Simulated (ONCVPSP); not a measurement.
## Cl: pseudopotential generation

System: chlorine (Cl, Z = 17), core [Ne], reference valence 3s1.75 3p5.25, valence charge 7.
Method: ONCV potential, PBE, scalar-relativistic, made with ONCVPSP 4.0.1.

### The program's output (extracts)
```
ONCVPSP  (Optimized Norm-Conservinng Vanderbilt PSeudopotential)
scalar-relativistic version 4.0.1

#   n    l    f        energy (Ha)
    1    0    2.00    -1.0112163E+02
    2    0    2.00    -9.2992179E+00
    2    1    6.00    -7.0548726E+00
    3    0    1.75    -7.6659148E-01
    3    1    5.25    -3.2097863E-01

Reference configufation results
  iterations    23
  all-electron total energy (Ha)   -4.61322034D+02

Begin loop to  construct optimized pseudo wave functions
and semi-local pseudopoentials for all angular momenta

   Wellstate for l =  0  n =  5
     eigenvalue =   3.1334
     asymptotic potential =   3.6334
     half-point radius =  2.8703

Calculating optimized projector #   1

 for l=   0

    Fraction of norm inside rc  0.423854
    Optimizing pswf for qcut=   6.09 a_B^-1,  ecut=  18.55 Ha
    Residual kinetic energy error=  2.16D-04 Ha

    Energy error per electron        Cutoff
         Ha          eV             Ha
         0.01000     0.27211       11.65
         0.00100     0.02721       15.88
         0.00010     0.00272       25.98
         0.00001     0.00027       82.53

Calculating optimized projector #   2

 for l=   0

    Fraction of norm inside rc  0.083299
    Optimizing pswf for qcut=   6.09 a_B^-1,  ecut=  18.55 Ha
    Residual kinetic energy error=  6.41D-04 Ha

    Energy error per electron        Cutoff
         Ha          eV             Ha
         0.01000     0.27211       13.34
         0.00100     0.02721       17.67
         0.00010     0.00272       34.20
         0.00001     0.00027      112.03

   Wellstate for l =  1  n =  5
     eigenvalue =   2.4790
     asymptotic potential =   2.9790
     half-point radius =  3.3590

   Wellstate for l =  1  n =  5
     eigenvalue =   5.2790
     asymptotic potential =   5.7790
     half-point radius =  2.3086

Calculating optimized projector #   1

 for l=   1

    Fraction of norm inside rc  0.132703
    Optimizing pswf for qcut=   7.39 a_B^-1,  ecut=  27.33 Ha
    Residual kinetic energy error=  2.10D-02 Ha

    Energy error per electron        Cutoff
         Ha          eV             Ha
         0.01000     0.27211       64.07
         0.00100     0.02721      157.86
         0.00010     0.00272      183.30
         0.00001     0.00027      204.31

Calculating optimized projector #   2

 for l=   1

    Fraction of norm inside rc  0.066188
    Optimizing pswf for qcut=   7.39 a_B^-1,  ecut=  27.33 Ha
    Residual kinetic energy error=  2.44D-02 Ha

    Energy error per electron        Cutoff
         Ha          eV             Ha
         0.01000     0.27211       51.12
         0.00100     0.02721      204.34
         0.00010     0.00272      238.66
         0.00001     0.00027      261.64

Calculating optimized projector #   3

 for l=   1

    Fraction of norm inside rc  0.083386
    Optimizing pswf for qcut=   7.39 a_B^-1,  ecut=  27.33 Ha
    Residual kinetic energy error=  1.62D-01 Ha

    Energy error per electron        Cutoff
         Ha          eV             Ha
         0.01000     0.27211      106.31
         0.00100     0.02721      281.27
         0.00010     0.00272      316.79
         0.00001     0.00027      349.64

   Wellstate for l =  2  n =  3
     eigenvalue =   0.1700
     asymptotic potential =   0.6700
     half-point radius =  8.5357

   Wellstate for l =  2  n =  4
     eigenvalue =   1.7700
     asymptotic potential =   2.2700
     half-point radius =  2.9292

Calculating optimized projector #   1

 for l=   2

    Fraction of norm inside rc  0.055620
    Optimizing pswf for qcut=   7.19 a_B^-1,  ecut=  25.84 Ha
    Residual kinetic energy error=  1.46D-04 Ha

    Energy error per electron        Cutoff
         Ha          eV             Ha
         0.01000     0.27211       12.00
         0.00100     0.02721       19.99
         0.00010     0.00272       27.68
         0.00001     0.00027      107.19

Calculating optimized projector #   2

 for l=   2

    Fraction of norm inside rc  0.249941
    Optimizing pswf for qcut=   7.19 a_B^-1,  ecut=  25.84 Ha
    Residual kinetic energy error=  3.71D-03 Ha

    Energy error per electron        Cutoff
         Ha          eV             Ha
         0.01000     0.27211       22.80
         0.00100     0.02721       30.35
         0.00010     0.00272       71.50
         0.00001     0.00027      119.50

Construct Vanderbilt / Kleinmman-Bylander projectors

B matrix Hermiticity error, ll=   0
   1   2   -2.8418E-04

  Orthonormal projector coefficients  1.4731E+01  1.2096E+00

B matrix Hermiticity error, ll=   1
   1   2   -1.3109E-04
   1   3   -3.4115E-04
   2   3   -1.4156E-04

  Orthonormal projector coefficients -1.7970E+02 -3.5755E+01  7.2546E+00

B matrix Hermiticity error, ll=   2
   1   2    3.6771E-05

  Orthonormal projector coefficients -1.4967E+01 -5.7484E+00

Model core correction analysis
  based on d2Exc/dn_idn_j

d2excae - all-electron derivatives

   -3.557864D-02   -2.937796D-02
   -2.937870D-02   -2.705623D-02

d2excps - pseudofunction derivatives with no core correction

   -3.773172D-02   -3.069052D-02
   -3.069172D-02   -2.799446D-02

rms 2nd derivative error    1.496904E-03

rmatch, rhocmatch    0.8346    2.8329

Teter function model core charge with specified parameters

d2excps - pseudofunction derivatives with core correction

   -3.644674D-02   -2.959263D-02
   -2.959379D-02   -2.704159D-02

rms 2nd derivative error    4.599389E-04

Pseudoatom total energy  -14.852332

Diagnostic tests using Vanderbilt-Kleinman-Bylander pseudopotentials
  1 or more projectors used as specified by nproj input data

   l    rcore       rmatch      e in        delta e   norm test  slope test

   0   1.3548664   1.3960031  -0.7665915  -0.0000087   1.0000393   1.0000756
   0   1.3548664   1.3960031   3.1334085  -0.0000066   1.0007058   1.0007058

   1   1.0538560   1.0858534  -0.3209786   0.0000145   1.0000540   1.0000432
run_diag: lschvkbbe ERROR   2   2   1  60  2.47902137E+00  2.18111923E+00
   1   1.0538560   1.0858534   2.4790214  -0.2979021   0.1169040   0.1501225
run_diag: lschvkbbe ERROR   3   2   1  60  5.27902137E+00  4.70111923E+00
   1   1.0538560   1.0858534   5.2790214  -0.5779021   0.1481926   0.2103737

   2   1.4043791   1.4470191   0.1700000   0.0000107   1.0000632   1.0000632
   2   1.4043791   1.4470191   1.7700000   0.0000047   1.0002180   1.0002180

 Testing for bound ghosts
   n   l    E NL Schr. Eq   E Basis Diag.   E Cutoff

   1   0       -0.766600       -0.760917    142.12

       1                       -7.251704    353.20  WARNING - GHOST(-)
   2   1       -0.320964       -0.221308    353.20

 Testing for highly-localized positive-energy ghosts
       l    <radius>/rc     E Basis Diag.   E Cutoff

       0        0.213779        3.827980    142.12  WARNING - GHOST(+)

       2        0.984158        4.516539    173.56  WARNING - GHOST(+)

Test configuration 0

   n   l     f        eae           eps        diff
   1   0  2.0000 -101.12163234
   2   0  2.0000   -9.29921786
   2   1  6.0000   -7.05487259
   3   0  1.7500   -0.76659148   -0.76660017   -8.69D-06
   3   1  5.2500   -0.32097863   -0.32096413    1.45D-05

    Total energies and differences
      AE_ref= -4.61322034D+02  AE_tst= -4.61322034D+02  dif=  0.00D+00
      PS_ref= -1.48523319D+01  PS_tst= -1.48523319D+01  dif= -1.60D-14
      PSP excitation error=  1.60D-14

Test configuration 1

   n   l     f        eae           eps        diff
   1   0  2.0000 -101.10868280
   2   0  2.0000   -9.28644538
   2   1  6.0000   -7.04225176
   3   0  2.0000   -0.76041725   -0.76050355   -8.63D-05
   3   1  5.0000   -0.31586689   -0.31584092    2.60D-05

    Total energies and differences
      AE_ref= -4.61322034D+02  AE_tst= -4.61433302D+02  dif= -1.11D-01
      PS_ref= -1.48523319D+01  PS_tst= -1.49636199D+01  dif= -1.11D-01
      PSP excitation error=  1.98D-05

Test configuration 2

   n   l     f        eae           eps        diff
   1   0  2.0000 -101.58997250
   2   0  2.0000   -9.75782389
   2   1  6.0000   -7.51474620
   3   0  2.0000   -1.17943899   -1.17954123   -1.02D-04
   3   1  4.0000   -0.71388463   -0.71382488    5.98D-05

    Total energies and differences
      AE_ref= -4.61322034D+02  AE_tst= -4.60923400D+02  dif=  3.99D-01
      PS_ref= -1.48523319D+01  PS_tst= -1.44537096D+01  dif=  3.99D-01
      PSP excitation error=  1.25D-05

Test configuration 3

   n   l     f        eae           eps        diff
   1   0  2.0000 -102.16287788
   2   0  2.0000  -10.31132582
   2   1  6.0000   -8.07035097
   3   0  2.0000   -1.65066312   -1.65062002    4.31D-05
   3   1  3.0000   -1.16439521   -1.16413940    2.56D-04

    Total energies and differences
      AE_ref= -4.61322034D+02  AE_tst= -4.59988241D+02  dif=  1.33D+00
      PS_ref= -1.48523319D+01  PS_tst= -1.35186152D+01  dif=  1.33D+00
      PSP excitation error=  7.68D-05

Test configuration 4

   n   l     f        eae           eps        diff
   1   0  2.0000 -101.33708112
   2   0  2.0000   -9.51096942
   2   1  6.0000   -7.26722044
   3   0  2.0000   -0.96249087   -0.96259484   -1.04D-04
   3   1  4.5000   -0.50749013   -0.50745674    3.34D-05

    Total energies and differences
      AE_ref= -4.61322034D+02  AE_tst= -4.61228144D+02  dif=  9.39D-02
      PS_ref= -1.48523319D+01  PS_tst= -1.47584578D+01  dif=  9.39D-02
      PSP excitation error=  1.57D-05
```

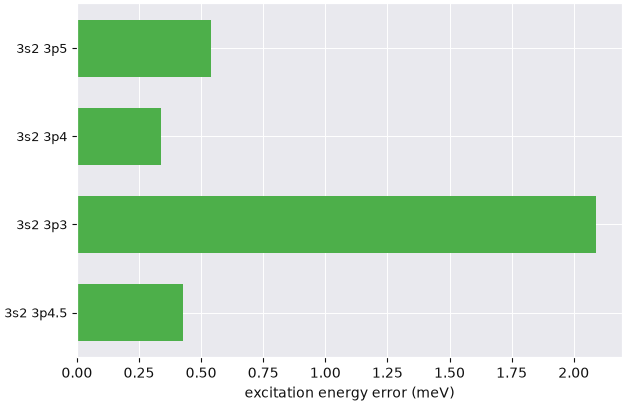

Errors, all-electron minus pseudo, of the energies of valence configurations relative to the unpolarised reference 3s1.75 3p5.25.

- Worst configuration: 3s2 3p3 (charge +2): the error is +2.1 meV on an all-electron energy of +36.29 eV relative to the reference, or 0.0058 %.
- Errors in meV: 3s2 3p5: +0.5; 3s2 3p4: +0.3; 3s2 3p3: +2.1; 3s2 3p4.5: +0.4.
- Configurations within 10 meV and within 50 meV: 4 and 4 of 4. The potential isn't sound: its ghost test gives GHOST(-) flagged for p at -197.3 eV; GHOST(+) flagged for s at 104.2 eV, d at 122.9 eV.

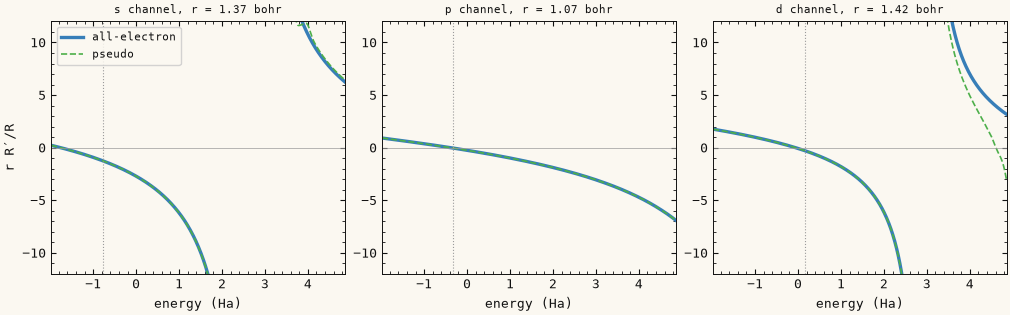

Logarithmic derivatives r R′/R at the test radius against energy, all-electron atom (solid) and pseudo-atom (dashed). Here R(r) is the radial function. The dotted line marks the reference energy of the channel. Not drawn: f: not judged.

- Zeros of the logarithmic derivative: s: all-electron -1.8 Ha, pseudo -1.8 Ha; p: all-electron -0.4 Ha, pseudo -0.4 Ha; d: all-electron -0.1 Ha, pseudo -0.1 and 4.6 Ha.
- Poles, where the radial function vanishes at the test radius: s: all-electron at 2.7 Ha, pseudo at 2.7 Ha; p: all-electron at no energy in the range, pseudo at no energy in the range; d: all-electron at 3.0 Ha, pseudo at 2.9 Ha.

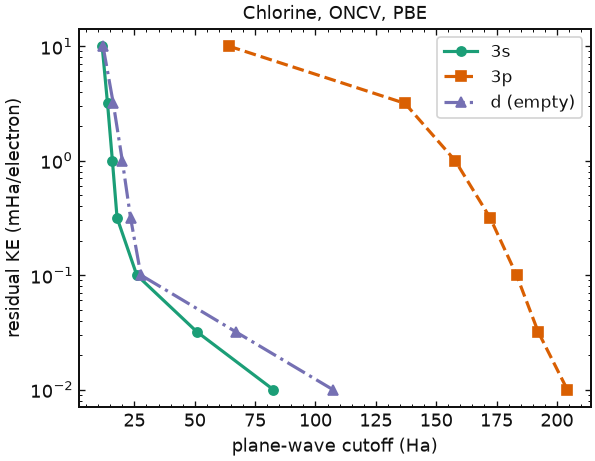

Residual kinetic energy of the pseudo-waves (the first of each channel, and further valence shells) beyond the plane-wave cutoff, as the generator prints it.

- Cutoffs for 1 mHa per electron: 3p: 158 Ha; d (empty): 20 Ha; 3s: 16 Ha.
- Hardest wave at 1 mHa per electron: 3p, with rc = 1.05 bohr and qcut = 7.4 1/bohr. The optimisation minimises, but can't always remove, the kinetic energy above qcut²/2 = 27.4 Ha, and a larger rc would as a rule soften the wave at some cost in transferability.
- Cutoffs for the occupied states: 158 Ha for 1 mHa and 183 Ha for 0.1 mHa per electron. The first is set by 3p.

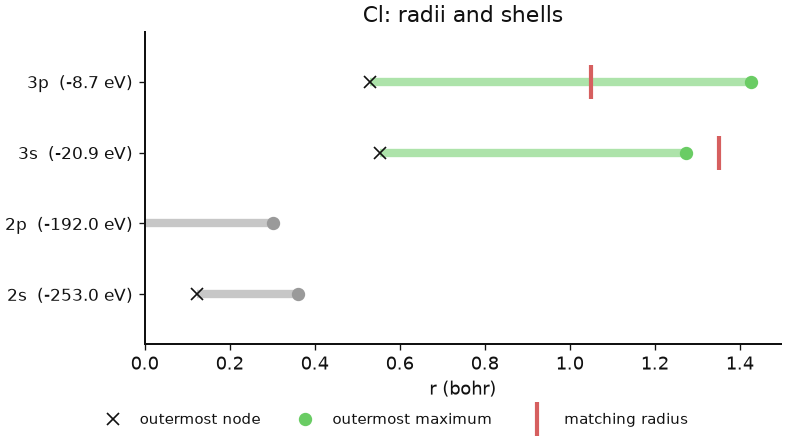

Outer shells of the all-electron reference atom: each bar runs from the outermost node (or the nucleus) to the outermost maximum of u(r); the tick is the radius chosen for the pseudo-wave. Shells without a tick have no pseudo-wave of their own. Levels, nodes and maxima are from ld1.x, scalar-relativistic.

- Radii against the shells: 3s: 1.35 bohr, outside the maximum; 3p: 1.05 bohr, between node and maximum.

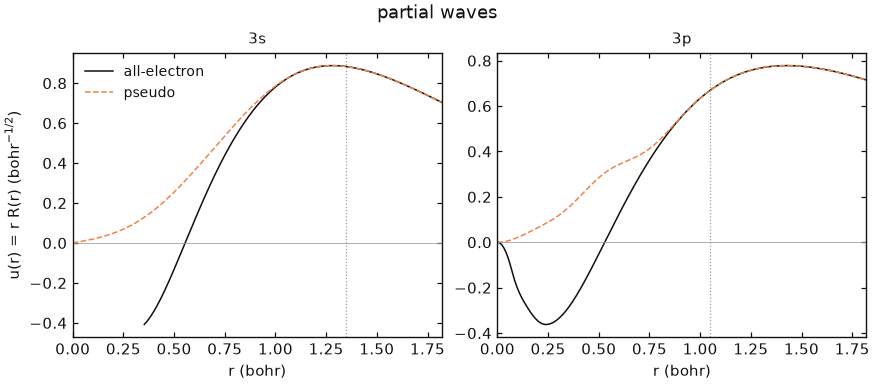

Partial waves u(r) = r R(r), all-electron (solid) and pseudo (dashed). Dotted lines mark the matching radii. The innermost oscillations of some all-electron curves aren't drawn. Pseudo-waves: 3s has no node; 3p has no node.

### Input
```
# ATOM AND REFERENCE CONFIGURATION
# atsym  z   nc   nv     iexc    psfile
  Cl 17.00    3    2        4      upf
#
#   n    l    f
    1    0    2.00
    2    0    2.00
    2    1    6.00
    3    0    1.75
    3    1    5.25
#
# PSEUDOPOTENTIAL AND OPTIMIZATION
# lmax
    2
#
#   l,   rc,      ep,       ncon, nbas, qcut
    0    1.35    0.00    4    8    6.10
    1    1.05    0.00    5    8    7.40
    2    1.40    0.17    4    8    7.20
#
# LOCAL POTENTIAL
# lloc, lpopt,  rc(5),   dvloc0
    4    5    0.90    0.00
#
# VANDERBILT-KLEINMAN-BYLANDER PROJECTORs
# l, nproj, debl
    0    2    3.90
    1    3    2.80
    2    2    1.60
#
# MODEL CORE CHARGE
# icmod, fcfact, rcfact
    3    3.50    1.25
#
# LOG DERIVATIVE ANALYSIS
# epsh1, epsh2, depsh
   -2.00    5.00    0.02
#
# OUTPUT GRID
# rlmax, drl
    6.00    0.01
#
# TEST CONFIGURATIONS
# ncnf
    4
# nvcnf
#   n    l    f
    2
    3    0    2.00
    3    1    5.00
#
    2
    3    0    2.00
    3    1    4.00
#
    2
    3    0    2.00
    3    1    3.00
#
    2
    3    0    2.00
    3    1    4.50
#
```

Launched with:
```bash
oncvpsp.x < Cl.dat > Cl.out
```

### Summary

- outcome: generated, with a ghost state
- cutoffs needed: 158 Ha and 183 Ha (the cutoffs at which the residual kinetic energy of the hardest occupied pseudo-wave falls to 1 and 0.1 mHa per electron)
- ghost test: GHOST(-) flagged for p at -197.3 eV; GHOST(+) flagged for s at 104.2 eV, d at 122.9 eV
- largest excitation error: +2.1 meV (all-electron minus pseudo) for 3s2 3p3, out of 4 test configurations
- rms error of d²Exc/dni dnj: 1.50 mHa without and 0.46 mHa with the model core
- range over which the phases arctan(r R′/R) at the test radius agree within 0.05 rad (a looser test near the poles than one of phase shifts): s: up to about 3.8 Ha; p: over the whole range computed; d: up to about 3.9 Ha; f: not judged, local potential alone
- hardware: 1 CPU thread, shared host
- wall time: 3.1 s

### Remarks

The potential has a bound ghost state, so it can't be used as it stands.
